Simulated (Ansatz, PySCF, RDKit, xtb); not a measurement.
# Solving C2H4Si, step by step, part 2 of 2

Task: start from the formula C2H4Si, draw up candidate structures, narrow them down in stages, and characterise the one that lies lowest at 298.15 K.

xtb, Ansatz and PySCF; isolated molecules. The steps go on from the part before.

### 10 c122a at CCSD(T)/def2-TZVPP

The input, input.yaml:

```yaml
basis:
  gaussian: {orbitals: def2-TZVPP}
crystal:
  periodic: [false, false, false]
  atoms:
    - {symbol: C, position_ang: [-0.487694, -0.004322, -0.623386]}
    - {symbol: C, position_ang: [-0.267474, 0.569382, -1.820076]}
    - {symbol: Si, position_ang: [0.504975, -1.101573, -1.722870]}
    - {symbol: H, position_ang: [-1.007364, 0.263663, 0.309504]}
    - {symbol: H, position_ang: [-0.525014, 1.520272, -2.311645]}
    - {symbol: H, position_ang: [-0.107724, -2.285009, -2.402971]}
    - {symbol: H, position_ang: [1.979371, -1.269521, -1.532065]}
total_charge: 0
correlation: {method: ccsd_t, frozen_orbitals: {Si: 5, C: 1, H: 0}}
```

Run with:

```
$ ansatz run input.yaml --threads 1 --pin off --max-ram 2610MiB --events-out events.jsonl --progress --plain --runs-dir runs
```

Output, shortened:

```text
Warning: RAYON_NUM_THREADS=1 ignored (pool sized by the plan → 1); use --threads N
Functional definition: HF
  name "HF"
[...]
927 factors; integrals over basis functions are off by at most 1.1e-3 eV
[...]
mean field -9985.28647826 eV, -366.9525098056 hartree, gradient 2.9e-6 eV, S^2 0.000000; 0 other end points of the search recorded, 0 dependent functions left out
7 core orbitals not correlated: weight in the atoms' cores, before any rotation towards them, 1.000 or more for the frozen orbitals, at most 0.000 for the correlated occupied ones
reference -9985.28647826 eV, -366.9525098056 hartree; 8, 8 occupied and 145, 145 virtual orbitals, 927 factors
second order -11.88753901 eV of doubles, -0.00000000 eV of singles
cycle   1  -12.25401696 eV  change   -3.7e-1 eV  update   8.3e-2
[...]
cycle  10  -12.69943027 eV  change    9.5e-6 eV  update   4.0e-6
perturbative correction -0.62136861 eV, -0.0228348752 hartree
Total energy: -9998.60727713 eV, -367.4420401351 hartree
```

It took 8.4 s on 1 thread of Arm Neoverse V1, shared host; peak memory 0.68 GiB.

For c742 the log finds that unrestricted Hartree-Fock orbitals lie lower, a sign to watch the closed-shell reference there.

### 11 Free energies and the winner

Energies in kcal/mol from c840a; G adds the thermal terms to the CCSD(T)/def2-TZVPP energy. The columns left of the relaxed level are at the tight-binding geometries.

| label | SMILES | spin | GFN2-xTB | HF/STO-3G | r2SCAN-D4/def2-SVP | BLYP-D3(BJ)/def2-SVP | HF/def2-TZVPP | MP2/def2-TZVPP | CCSD(T)/def2-TZVPP | G | share at equilibrium | T1 |
| --- | --- | --- | --- | --- | --- | --- | --- | --- | --- | --- | --- | --- |
| c840a | C#C[SiH3] | singlet | 0.0 | 0.0 | 0.0 | 0.0 | 0.0 | 0.0 | 0.0 | 0.0 | 100.0 % | 0.013 |
| c122a | C1=C[SiH2]1 | singlet | 24.4 | 32.1 | 2.8 | 7.9 | 13.4 | 9.9 | 9.2 | 11.2 | < 0.1 % | 0.013 |
| c742 | C1C[Si]1 | singlet | 18.0 | 5.6 | 4.7 | 8.4 | 19.1 | 12.8 | 10.8 | 15.3 | < 0.1 % | 0.013 |

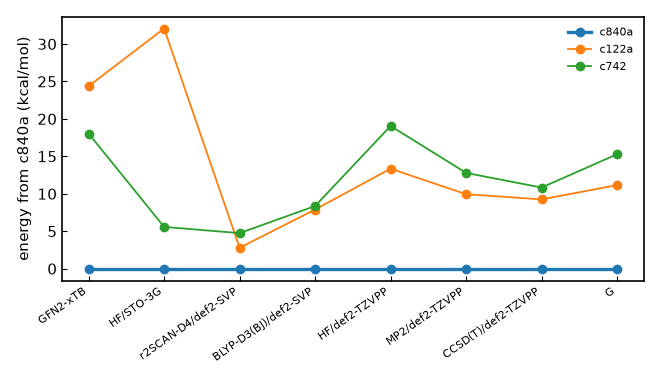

The finalists at each level, measured from c840a.

Lowest found: c840a, `C#C[SiH3]`, a singlet of point group C3v. Bond lengths: C1–C2 1.228 Å, C1–Si3 1.841 Å, C2–H4 1.081 Å, Si3–H5 1.498 Å, Si3–H6 1.498 Å, Si3–H7 1.498 Å. Angles: C2–C1–Si3 180.0°, C1–C2–H4 180.0°, C1–Si3–H5 109.7°, C1–Si3–H6 109.7°, C1–Si3–H7 109.7°, H5–Si3–H6 109.3°, H5–Si3–H7 109.3°, H6–Si3–H7 109.3°.

```xyz
7

C    -0.2832   -0.0718   -0.7649
C    -0.7574    0.3416    0.2892
Si    0.4282   -0.6914   -2.3458
H    -1.1749    0.7054    1.2172
H     0.5879    0.4468   -3.3072
H    -0.4859   -1.7181   -2.9421
H     1.7673   -1.3120   -2.0871
```

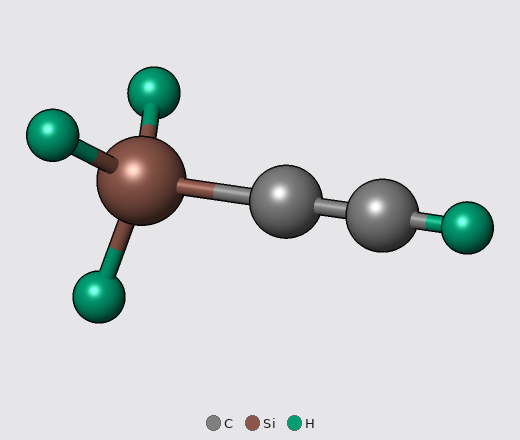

The lowest structure found, seen from a chosen angle (carbon grey, silicon brown, hydrogen teal).

### 12 Density, orbitals and dipole (PBE0/def2-TZVPD)

The input, input.yaml:

```yaml
crystal:
  periodic: [false, false, false]
  atoms:
    - {symbol: C, position_ang: [-0.283229, -0.071830, -0.764889]}
    - {symbol: C, position_ang: [-0.757393, 0.341611, 0.289165]}
    - {symbol: Si, position_ang: [0.428223, -0.691398, -2.345752]}
    - {symbol: H, position_ang: [-1.174945, 0.705420, 1.217171]}
    - {symbol: H, position_ang: [0.587894, 0.446771, -3.307181]}
    - {symbol: H, position_ang: [-0.485886, -1.718083, -2.942065]}
    - {symbol: H, position_ang: [1.767338, -1.312000, -2.087120]}
basis:
  gaussian: {orbitals: def2-TZVPD}
hamiltonian: {xc: pbe0}
output: {forces: true, orbitals: {seedname: orbitals}}
```

Run with:

```
$ ansatz run input.yaml --threads 1 --pin off --max-ram 2610MiB --events-out events.jsonl --progress --plain --runs-dir runs
```

Output, shortened:

```text
Warning: RAYON_NUM_THREADS=1 ignored (pool sized by the plan → 1); use --threads N
Functional definition: PBE0
  name "PBE0"
[...]
848 factors; their error is unknown
[...]
mean field -10009.64130865 eV, -367.8475333144 hartree, gradient 5.4e-5 eV, S^2 0.000000; 0 other end points of the search recorded, 0 dependent functions left out
[...]
reference -10009.64133900 eV, -367.8475344297 hartree; 15, 15 occupied and 138, 138 virtual orbitals, 848 factors
Total energy: -10009.64133900 eV, -367.8475344297 hartree
Atom 0 at    -0.283229    -0.071830    -0.764889 Å, force    -0.657768     0.574403     1.462937 eV/Å
Atom 1 at    -0.757393     0.341611     0.289165 Å, force     0.605254    -0.528630    -1.346141 eV/Å
Atom 2 at     0.428223    -0.691398    -2.345752 Å, force    -0.009485     0.008134     0.020955 eV/Å
Atom 3 at    -1.174945     0.705420     1.217171 Å, force     0.208687    -0.181601    -0.463656 eV/Å
Atom 4 at     0.587894     0.446771    -3.307181 Å, force    -0.042747    -0.185689     0.200833 eV/Å
Atom 5 at    -0.485886    -1.718083    -2.942065 Å, force     0.144611     0.192128     0.137136 eV/Å
Atom 6 at     1.767338    -1.312000    -2.087120 Å, force    -0.248552     0.121255    -0.012064 eV/Å
Dipole moment:    -0.031954     0.027885     0.071058 e Å
```

Run time: 4.8 s. Hardware: 1 thread of Arm Neoverse V1, shared host.

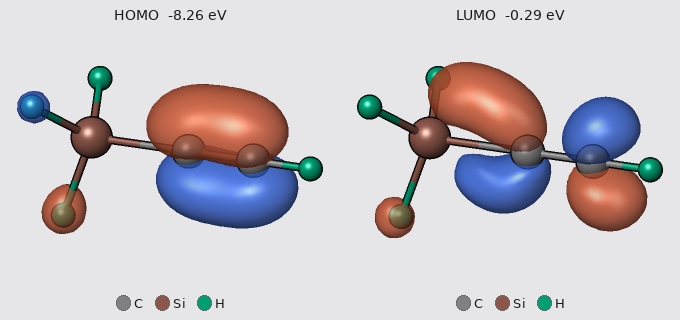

Frontier orbitals of this run, surfaces at ±0.2 Å^-3/2.

### 13 Frequencies after a tight-binding relaxation (GFN2-xTB)

The input, start.xyz:

```xyz
7
c840a
C     -0.283229    -0.071830    -0.764889
C     -0.757393     0.341611     0.289165
Si     0.428223    -0.691398    -2.345752
H     -1.174945     0.705420     1.217171
H      0.587894     0.446771    -3.307181
H     -0.485886    -1.718083    -2.942065
H      1.767338    -1.312000    -2.087120
```

Run with:

```
$ xtb start.xyz --gfn 2 --ohess tight
```

Output, shortened:

```text
* xtb version 6.7.1
[...]
          :  # basis functions                  22          :
[...]
          :  # electrons                        16          :
[...]
          :  Hamiltonian                  GFN2-xTB          :
[...]
          :  net charge                          0          :
          :  unpaired electrons                  0          :
[...]
   *** convergence criteria satisfied after 12 iterations ***
[...]
   *** GEOMETRY OPTIMIZATION CONVERGED AFTER 4 ITERATIONS ***
[...]
   *** convergence criteria satisfied after 3 iterations ***
[...]
         ::                     SUMMARY                     ::
         :::::::::::::::::::::::::::::::::::::::::::::::::::::
         :: total energy              -7.966509980599 Eh    ::
         :: gradient norm              0.000259714889 Eh/a0 ::
         :: HOMO-LUMO gap              5.531601117458 eV    ::
         ::.................................................::
         :: SCC energy                -8.143140731152 Eh    ::
         :: -> isotropic ES            0.012416617659 Eh    ::
         :: -> anisotropic ES          0.000678300506 Eh    ::
         :: -> anisotropic XC          0.012581279110 Eh    ::
         :: -> dispersion             -0.003255800648 Eh    ::
         :: repulsion energy           0.176630750553 Eh    ::
         :: add. restraining           0.000000000000 Eh    ::
         :: total charge               0.000000000000 e     ::
         :::::::::::::::::::::::::::::::::::::::::::::::::::::
[...]
         8        2.0000           -0.4111103             -11.1869 (HOMO)
         9                         -0.2078277              -5.6553 (LUMO)
[...]
     #   Z          covCN         q      C6AA      α(0)
     1   6          1.862    -0.125    34.643     9.507
     2   6          1.910    -0.080    33.294     9.319
     3  14          3.636     0.453    98.818    19.067
     4   1          0.928     0.070     2.087     2.259
     5   1          0.918    -0.106     5.779     3.760
     6   1          0.918    -0.106     5.779     3.760
     7   1          0.918    -0.106     5.779     3.760
[...]
          | TOTAL ENERGY               -7.966509980608 Eh   |
          | TOTAL ENTHALPY             -7.919154766956 Eh   |
          | TOTAL FREE ENERGY          -7.950162309497 Eh   |
          | GRADIENT NORM               0.000259825198 Eh/α |
[...]
```

It took 0.099 s on 1 thread of Arm Neoverse V1, shared host.

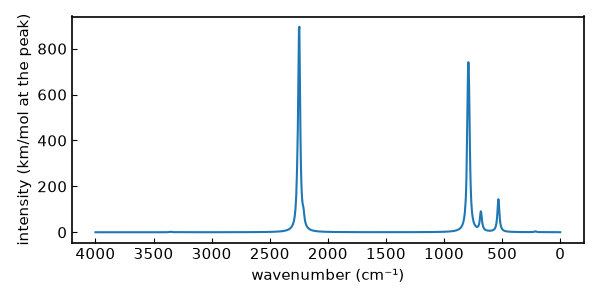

Harmonic infrared spectrum, unscaled, lines broadened by 10 cm⁻¹.

### 14 Electronic excitations (TD-CAM-B3LYP/def2-SVPD)

An in-house driver calls PySCF's response routines at TD-CAM-B3LYP/def2-SVPD; it has no typed input.

Output:

```text
coarse grid: 6280 points
cycle   1  E = -367.7694001984  dE = -1.956e-03  |g| = 2.646e-01  |ddm| = 5.596e+00
cycle   2  E = -367.7799169652  dE = -1.052e-02  |g| = 1.978e-01  |ddm| = 1.323e+00
cycle   3  E = -367.7895818034  dE = -9.665e-03  |g| = 6.803e-02  |ddm| = 2.977e-01
cycle   4  E = -367.7905720703  dE = -9.903e-04  |g| = 2.836e-02  |ddm| = 1.415e-01
cycle   5  E = -367.7907862758  dE = -2.142e-04  |g| = 2.509e-03  |ddm| = 5.859e-02
cycle   6  E = -367.7907884516  dE = -2.176e-06  |g| = 3.260e-04  |ddm| = 1.436e-02
final grid: 55832 points
cycle   7  E = -367.8456973584  dE = -7.291e-06  |g| = 9.325e-04  |ddm| = 3.776e-02
cycle   8  E = -367.8456975166  dE = -1.582e-07  |g| = 6.376e-04  |ddm| = 4.446e-03
cycle   9  E = -367.8456976381  dE = -1.215e-07  |g| = 7.679e-05  |ddm| = 1.089e-03
cycle  10  E = -367.8456976385  dE = -4.432e-10  |g| = 7.046e-05  |ddm| = 2.575e-04
cycle  11  E = -367.8456976397  dE = -1.169e-09  |g| = 1.562e-05  |ddm| = 8.819e-05
cycle  12  E = -367.8456976398  dE = -7.088e-11  |g| = 1.270e-06  |ddm| = 2.766e-05
converged SCF energy = -367.8456976398

Static polarisability (au): isotropic 50.947, principal 41.823 41.823 69.195

Singlet excitations
state   eV       nm        f      main configurations
  1   5.8539    211.8   0.00000   H->L+1 0.46, H-1->L 0.46
  2   6.1220    202.5   0.00104   H->L 0.24, H-1->L+1 0.24, H-1->L 0.22
  3   6.1221    202.5   0.00104   H->L+1 0.24, H-1->L 0.24, H->L 0.22
  4   7.7952    159.1   0.00899   H->L+2 0.78, H->L+3 0.15
  5   7.7953    159.0   0.00899   H-1->L+2 0.78, H-1->L+3 0.15
  6   8.3775    148.0   0.00026   H->L+3 0.34, H-1->L+3 0.29, H->L+4 0.10
  7   8.3776    148.0   0.00026   H-1->L+3 0.34, H->L+3 0.29, H-1->L+4 0.10
  8   8.5618    144.8   0.77773   H->L 0.40, H-1->L+1 0.40

Triplet excitations (Tamm-Dancoff, eV): 4.7688 5.2440 5.2440
```

It took 5.1 s on 1 thread of Arm Neoverse V1, shared host.

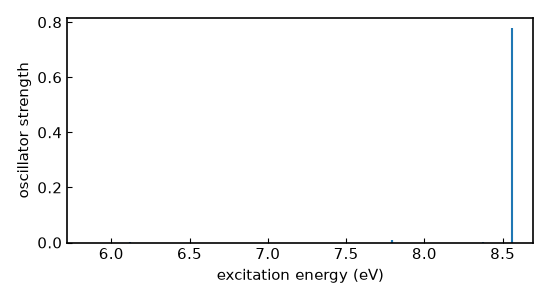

Vertical excitations as sticks.

The roots found:

```
excited state  energy (eV)  strength
            1        5.854    0.0000
            2        6.122    0.0010
            3        6.122    0.0010
            4        7.795    0.0090
            5        7.795    0.0090
            6        8.377    0.0003
            7        8.378    0.0003
            8        8.562    0.7777
```

### 15 NMR shieldings (GIAO PBE0/pcSseg-1)

An in-house driver calls PySCF's response routines at GIAO PBE0/pcSseg-1; it has no typed input.

Output:

```text
coarse grid: 6280 points
cycle   1  E = -367.7467593103  dE =  3.066e-02  |g| = 3.061e-01  |ddm| = 2.371e+00
cycle   2  E = -367.7435103576  dE =  3.249e-03  |g| = 3.201e-01  |ddm| = 6.801e-01
cycle   3  E = -367.7681920319  dE = -2.468e-02  |g| = 1.112e-01  |ddm| = 3.175e-01
cycle   4  E = -367.7711435500  dE = -2.952e-03  |g| = 2.687e-02  |ddm| = 8.229e-02
cycle   5  E = -367.7713436375  dE = -2.001e-04  |g| = 2.839e-03  |ddm| = 2.729e-02
cycle   6  E = -367.7713460718  dE = -2.434e-06  |g| = 3.536e-04  |ddm| = 3.373e-03
final grid: 55832 points
cycle   7  E = -367.7902866507  dE = -8.109e-06  |g| = 3.001e-03  |ddm| = 1.863e-02
cycle   8  E = -367.7902868324  dE = -1.817e-07  |g| = 2.848e-03  |ddm| = 6.468e-03
cycle   9  E = -367.7902892040  dE = -2.372e-06  |g| = 1.989e-04  |ddm| = 3.011e-03
cycle  10  E = -367.7902892049  dE = -8.595e-10  |g| = 1.692e-04  |ddm| = 2.571e-04
cycle  11  E = -367.7902892121  dE = -7.241e-09  |g| = 3.306e-05  |ddm| = 1.213e-04
cycle  12  E = -367.7902892124  dE = -2.452e-10  |g| = 2.912e-06  |ddm| = 3.059e-05
converged SCF energy = -367.7902892124

GIAO shielding tensors (ppm)
atom      isotropic    diamagn.    paramagn.     s11        s22        s33       span
  0 C      102.316     259.825    -157.509      8.897      8.900    289.149    280.253
  1 C       76.824     261.676    -184.853     -9.049     -9.048    248.568    257.617
  2 Si     445.815     879.427    -433.613    438.522    438.529    460.393     21.871
  3 H       28.742      31.703      -2.961     23.964     23.964     38.297     14.333
  4 H       26.977      27.126      -0.149     23.796     25.351     31.783      7.987
  5 H       26.977      27.030      -0.053     23.797     25.351     31.784      7.987
  6 H       26.977      27.728      -0.751     23.797     25.351     31.783      7.987
```

Run time: 3.3 s. Hardware: 1 thread of Arm Neoverse V1, shared host.

Isotropic shieldings, averaged over atoms that the bond graph makes equivalent (absolute, not shifts):

```
     atoms  shielding (ppm)
        C1            102.3
        C2             76.8
       Si3            445.8
        H4            28.74
H5, H6, H7            26.98
```

### 16 The cation at the same geometry (PBE0/def2-TZVPD)

Changes to input.yaml since step 12:

```diff
@@ -11,4 +11,9 @@
 basis:
-  gaussian: {orbitals: def2-TZVPD}
-hamiltonian: {xc: pbe0}
-output: {forces: true, orbitals: {seedname: orbitals}}
+  gaussian:
+    orbitals: def2-TZVPD
+total_charge: 1
+magnetization:
+  spin_polarized: true
+  initial_magnetization: 1
+hamiltonian:
+  xc: {name: PBE0}
```

Run with:

```
$ ansatz run input.yaml --threads 1 --pin off --max-ram 2610MiB --events-out events.jsonl --progress --plain --runs-dir runs
```

Output:

```text
Warning: RAYON_NUM_THREADS=1 ignored (pool sized by the plan → 1); use --threads N
[... 2 set-up lines as earlier in the session ...]
  parameter a = 0.25
  parameter kappa = 0.804
  parameter beta = 0.06672455060314922
  exchange = (1 - a)*pbe_x(kappa = kappa, mu = beta*pi^2/3) + a*exact_x
  correlation = pbe_c(beta = beta)
848 factors; their error is unknown
mean field evaluation 1: about -9987.7384 eV, gradient 4.3e1 eV
mean field evaluation 2: about -9959.0415 eV, gradient 7.7e1 eV
mean field evaluation 4: about -9997.5978 eV, gradient 1.6e1 eV
mean field evaluation 8: about -9999.1290 eV, gradient 1.5e-1 eV
mean field evaluation 16: about -9999.1327 eV, gradient 4.6e-3 eV
mean field evaluation 32: about -9999.1323 eV, gradient 1.0e-1 eV
mean field evaluation 64: about -9999.1325 eV, gradient 1.3e-1 eV
mean field -9999.13276673 eV, -367.4613515216 hartree, gradient 3.0e-6 eV, S^2 0.755874; 4 other end points of the search recorded, 0 dependent functions left out
reference -9999.13279621 eV, -367.4613526051 hartree; 15, 14 occupied and 138, 139 virtual orbitals, 848 factors
Total energy: -9999.13279621 eV, -367.4613526051 hartree
```

Wall time 94 s (1 thread of Arm Neoverse V1, shared host).

Difference from the parent: 10.51 eV.

### 17 The anion at the same geometry (PBE0/def2-TZVPD)

Changes to input.yaml since step 16:

```diff
@@ -11,9 +11,6 @@
 basis:
-  gaussian:
-    orbitals: def2-TZVPD
-total_charge: 1
-magnetization:
-  spin_polarized: true
-  initial_magnetization: 1
-hamiltonian:
-  xc: {name: PBE0}
+  gaussian: {orbitals: def2-TZVPD}
+total_charge: -1
+magnetization: {spin_polarized: true, initial_magnetization: 1}
+hamiltonian: {xc: pbe0}
+scf: {lower_state_search: "off"}
```

Run with:

```
$ ansatz run input.yaml --threads 1 --pin off --max-ram 2610MiB --events-out events.jsonl --progress --plain --runs-dir runs
```

Output, shortened:

```text
Warning: RAYON_NUM_THREADS=1 ignored (pool sized by the plan → 1); use --threads N
[... 2 set-up lines as earlier in the session ...]
[...]
848 factors; their error is unknown
[...]
a density is far from that of the atoms, so the factors are made again for it
1094 factors; integrals over basis functions are off by at most 5.8e-4 eV
mean field -10008.45702957 eV, -367.8040118609 hartree, gradient 4.1e-6 eV, S^2 0.750127; 0 other end points of the search recorded, 0 dependent functions left out
reference -10008.45706218 eV, -367.8040130592 hartree; 16, 15 occupied and 137, 138 virtual orbitals, 1094 factors
Total energy: -10008.45706218 eV, -367.8040130592 hartree
Checks for a lower state left out: stability, starts, cluster_reference, orbital_swaps, neighbouring_geometries, increment
```

Run time: 34 s. Hardware: 1 thread of Arm Neoverse V1, shared host.

Parent less the species with the added electron: -1.18 eV. The extra electron isn't bound at this geometry, so the number measures the basis, not the molecule.

### 18 The triplet at the same geometry (PBE0/def2-TZVPD)

Changes to input.yaml since step 17:

```diff
@@ -1 +1,3 @@
+basis:
+  gaussian: {orbitals: def2-TZVPD}
 crystal:
@@ -10,7 +12,3 @@
     - {symbol: H, position_ang: [1.767338, -1.312000, -2.087120]}
-basis:
-  gaussian: {orbitals: def2-TZVPD}
-total_charge: -1
-magnetization: {spin_polarized: true, initial_magnetization: 1}
-hamiltonian: {xc: pbe0}
-scf: {lower_state_search: "off"}
+magnetization: {spin_polarized: true, initial_magnetization: 2}
+hamiltonian: {xc: {name: PBE0}}
```

Run with:

```
$ ansatz run input.yaml --threads 1 --pin off --max-ram 2610MiB --events-out events.jsonl --progress --plain --runs-dir runs
```

Output, shortened:

```text
Warning: RAYON_NUM_THREADS=1 ignored (pool sized by the plan → 1); use --threads N
[... 2 set-up lines as earlier in the session ...]
[...]
848 factors; their error is unknown
[...]
mean field -10004.77272751 eV, -367.6686162574 hartree, gradient 2.3e-6 eV, S^2 2.008106; 8 other end points of the search recorded, 0 dependent functions left out
reference -10004.77276121 eV, -367.6686174959 hartree; 16, 14 occupied and 137, 139 virtual orbitals, 848 factors
Total energy: -10004.77276121 eV, -367.6686174959 hartree
```

Wall time 1.8 min (1 thread of Arm Neoverse V1, shared host).

It lies 4.87 eV above the singlet.

### 19 Stability of the closed-shell solution (PBE0/def2-SVP)

The input, job.py:

```python
from pyscf import gto, dft

molecule = gto.Mole()
molecule.atom = '''
C       -0.283229      -0.071830      -0.764889
C       -0.757393       0.341611       0.289165
Si       0.428223      -0.691398      -2.345752
H       -1.174945       0.705420       1.217171
H        0.587894       0.446771      -3.307181
H       -0.485886      -1.718083      -2.942065
H        1.767338      -1.312000      -2.087120
'''
molecule.basis = 'def2-svp'
molecule.max_memory = 1860
molecule.verbose = 3
molecule.charge = 0
molecule.build()

mf = dft.RKS(molecule, xc='pbe0')
mf = mf.density_fit(auxbasis='def2-universal-jkfit')
mf.max_cycle = 100
mf.grids.level = 3
mf.kernel()
if not mf.converged:
    mf = mf.newton().run(mf.mo_coeff, mf.mo_occ)

e_final = mf.e_tot
print('Final energy', e_final)
mo_i, mo_e, stable_i, stable_e = mf.stability(internal=True, external=True, return_status=True)
print('stable: internal', stable_i, 'external', stable_e)
```

Run with:

```
$ OMP_NUM_THREADS=1 python job.py
```

Output:

```text
converged SCF energy = -367.65927523879
Final energy -367.65927523879014
<class 'pyscf.df.df_jk.DFRKS'> wavefunction is stable in the internal stability analysis
<class 'pyscf.df.df_jk.DFRKS'> wavefunction is stable in the real -> complex stability analysis
<class 'pyscf.df.df_jk.DFRKS'> wavefunction is stable in the RHF/RKS -> UHF/UKS stability analysis
stable: internal True external True
```

It took 38 s on 1 thread of Arm Neoverse V1, shared host.

### 20 Outcome

The summary covers parts 1 to 2.

| quantity | value |
| --- | --- |
| lowest structure found | C#C[SiH3], singlet, C3v |
| next finalist | C1=C[SiH2]1, singlet, 11.2 kcal/mol higher in G |
| share at equilibrium, among the finalists | 100.0 % |
| funnel | 37 starts, 19 minima at GFN2-xTB, 13 screening runs, 6 relaxed, 3 ranked |
| CPU time of all runs | 8.9 min |
| harmonic wavenumbers, lowest and highest (BLYP-D3(BJ)/def2-SVP) | 233 and 3382 cm⁻¹ |
| rotational constants, same geometry | 2.8, 0.1571 cm⁻¹ |
| dipole moment (PBE0/def2-TZVPD) | 0.40 D |
| HOMO energy (PBE0/def2-TZVPD) | -8.26 eV |
| LUMO energy (PBE0/def2-TZVPD) | -0.29 eV |
| HOMO–LUMO gap (PBE0/def2-TZVPD) | 7.96 eV |
| lowest excitation (TD-CAM-B3LYP/def2-SVPD) | 5.85 eV (f = 0.000) |
| lowest triplet excitation, same level, Tamm-Dancoff | 4.77 eV |
| vertical ionisation energy | 10.51 eV |
| vertical electron affinity | -1.18 eV (unbound: the value depends on the basis) |
| vertical triplet less singlet | +4.87 eV |

What this shows: The search ends on `C#C[SiH3]`. The margin of 11.2 kcal/mol over the next finalist is beyond the usual error of the last level; it says nothing of structures that weren't ranked. GFN2-xTB, HF/STO-3G, r2SCAN-D4/def2-SVP, BLYP-D3(BJ)/def2-SVP, HF/def2-TZVPP and MP2/def2-TZVPP already put its bonding pattern lowest among the structures in one piece. The largest share of the time went into the properties (29 %). The search is not exhaustive (a finite list of starts, one conformer a finalist), so a lower isomer can't be ruled out. Patterns outside the rules of the enumeration were met only by chance. The lowest isomer need not be the one that is made and kept in a bottle, which depends on barriers.
